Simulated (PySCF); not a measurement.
# BH4O2P: the cost of one run

Computed with PySCF 2.14.0, with density-fitted response routines of our own, on a single molecule in the gas phase. Atoms count from 0, in the outputs and in this text.

### 1 Starting geometry

8 atoms, charge 0, multiplicity 1; geometry from: GFN2-xTB. The atoms were then displaced at random by about 0.01 Å, so the start is not that level's minimum.

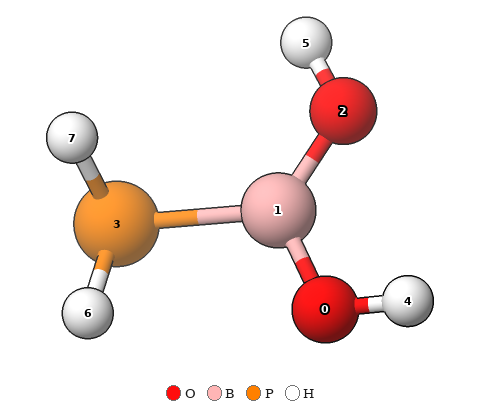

The starting geometry (oxygen red, boron pink, phosphorus orange, hydrogen white), atoms numbered.

### 2 Geometry optimisation at PBE0-D3(BJ)/def2-SVP

The job: settings as JSON, then the geometry in Å.

```
{"job": {"xc": "PBE0", "basis": "def2-SVP", "d3": "d3bj", "grid": 1, "shake": 0.01, "kind": "geom"}, "charge": 0, "multiplicity": 1}
O     -1.093310    -1.132120    -0.017630
B     -0.408010     0.021020     0.085640
O     -1.013050     1.207320    -0.200440
P      1.441350    -0.157280     0.733240
H     -2.031940    -1.008520    -0.300330
H     -0.484800     2.013860    -0.079920
H      1.616260    -1.427450     0.231610
H      2.028630     0.464020    -0.349150
```

The run is started by

```
$ OMP_NUM_THREADS=1 python probes_run.py task.json out
```

One launch serves the whole session: the jobs run in the order shown.

**Question.** How long does this first job take on 1 thread of Arm Neoverse V1, shared host, and how much memory does it need?

About 28 s, with a peak of 0.34 GiB.
